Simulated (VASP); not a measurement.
Here is the system:

```yaml
crystal:
  lattice:
    - [1.74052, -3.01467, 0.00000]
    - [1.74052, 3.01467, 0.00000]
    - [0.00000, 0.00000, 5.56751]
  atoms:
    - { symbol: Tl, position: [0.33333, 0.66667, 0.25000] }
    - { symbol: Tl, position: [0.66667, 0.33333, 0.75000] }
```

Computed with r2SCAN+rVV10, VASP's PBE PAW potentials (set 64) (plane waves; VASP). Numerical set-up: 520 eV cut-off, 14×14×8 Γ-centred mesh, tetrahedra with Blöchl corrections, potentials Tl_d.

Unless said otherwise, spin-orbit coupling is left out, though it shifts the bands of the heavy elements here.

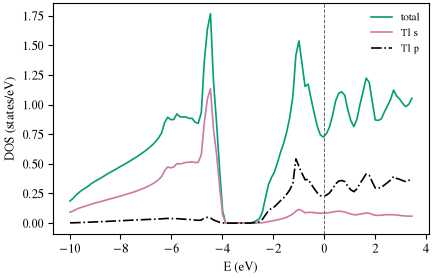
Figure: Total and projected density of states, zero at the Fermi level

Within 2 eV below the Fermi level the largest weight inside VASP's projection spheres is Tl p, then Tl s.

It has no gap at this level: it comes out as a metal or semimetal.

The compound is Tl in the hcp structure. It was relaxed first.
